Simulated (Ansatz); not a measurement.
The reference is SnO$_{2}$ in the rutile structure (space group P4_2/mnm, No. 136; a = 4.759 Å, c = 3.200 Å). Axes: x, y, z lie along a, b, c of the conventional cell.

The change: biaxial strain +1.36 %, plane normal [001], relaxed out of plane (Cartesian); in-plane vectors clamped, the third vector and the atoms free.

Method: r2SCAN in Ansatz (plane waves to 500 eV, PAW, no spin-orbit coupling), earlier PAW set.

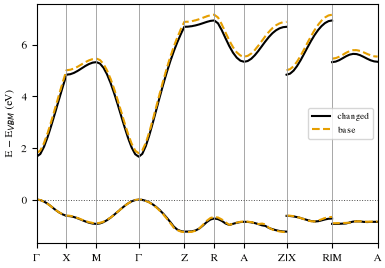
Figure: Highest valence and lowest conduction band along the path, each from its own valence-band maximum

**Question.** From the figure, how large is the changed gap, and is it direct?

**Answer.** About 1.7 eV, direct at Γ.

Stability against distortions was not tested.

Ansatz is an electronic-structure program.
